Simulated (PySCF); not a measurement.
System: C$_{7}$H$_{17}$NSi.

The calculation's input:

```
{"job": {"kind": "nmr", "xc": "PBE0", "basis": "pcSseg-1"}, "charge": 0, "multiplicity": 1}
C      3.039219     0.184432     0.346856
C      2.054147    -0.480194    -0.228905
C      0.749988    -0.796934     0.424454
C     -0.466618    -0.301011    -0.375008
C     -0.679239    -1.175728    -1.615724
N     -1.635134    -0.292143     0.512772
C     -1.996977    -1.532429     1.174101
Si    -0.258658     1.551826    -0.855453
C      0.024811     2.590032     0.700562
H      3.970456     0.378082    -0.158526
H      2.959945     0.557205     1.355267
H      2.177394    -0.853869    -1.236763
H      0.717274    -0.340743     1.415141
H      0.683130    -1.884356     0.544507
H     -1.587963    -0.875475    -2.135995
H      0.150941    -1.065138    -2.307531
H     -0.764205    -2.230067    -1.351909
H     -2.435270     0.030995    -0.022162
H     -2.174551    -2.374184     0.490259
H     -2.910926    -1.359659     1.742026
H     -1.213836    -1.815970     1.875538
H      0.834142     1.719970    -1.821754
H     -1.507904     1.970401    -1.513471
H      1.024968     2.444044     1.094859
H     -0.091186     3.646391     0.481798
H     -0.684995     2.327134     1.478335
```

Launched as:

```sh
OMP_NUM_THREADS=1 python probes_run.py task.json out
```

Geometry: GFN2-xTB.

The calculation used PBE0/pcSseg-1, SCF density, gas phase, non-relativistic (PySCF 2.14.0).

Q: What can the converged electron density and electron localisation function tell about the bonding?

A: C–C (1.32 Å): the density is about 2.3 e/Å³ at the midpoint; the ELF peaks at about 0.90 between the atoms (a multiple bond).
C–C (1.49 Å): the density is about 1.7 e/Å³ at the midpoint; the ELF peaks at about 0.95 between the atoms, as expected for a covalent bond.
C–H (1.08 Å): ρ is about 2 e/Å³ halfway; the ELF climbs to about 1 towards the hydrogen, as it does in any bond to H (a covalent bond by its length).

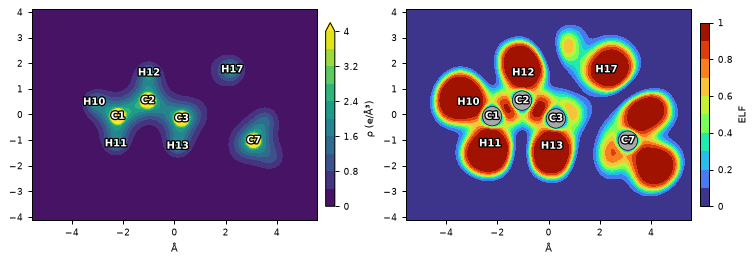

Computed electron density and electron localisation function on the plane of atoms C2, C1 and H10, in this order. Grey discs cover the atomic cores in the ELF map. 
